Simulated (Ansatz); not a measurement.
Cost and result by functional for the surface energy of the (21-30) surface of hcp Mg in its 1x1 cell, outermost plane spacing 0.35 Å in the ideal cut, in Ansatz (plane waves, PAW). Single points on the PBE structure, on one kind of machine; costs are rough ratios of the slab run's core time (references not counted) to the cheapest single point. r2SCAN's cost holds its higher cutoff (500 against 420 eV). Differences are taken against r2SCAN for comparison alone: no measured value is at hand, so the table doesn't rank accuracy.

Model: 22-atom slab, 10.8 Å thick at the start, 7x5x1 mesh, Fermi-Dirac 0.1 eV, dipole correction, all atoms relaxed; held to the start's symmetry, so lower structures may exist; no spin, no spin-orbit, no U. These notes are the PBE run's.

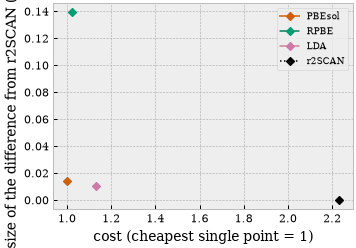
Figure: Difference from r2SCAN against cost

```tsv
functional	relative cost	surface energy (J/m²)	less r2SCAN (J/m²)
PBEsol	1	0.77	-0.01
RPBE	1	0.65	-0.14
LDA	1	0.77	-0.01
r2SCAN	2	0.78	0.00
PBE (the relaxed run's value)	–	0.70	-0.09
```

The values span 0.14 J/m², while the single points' costs differ by a factor of roughly 2. Differences are of unrounded values.

Ansatz is an electronic-structure program.
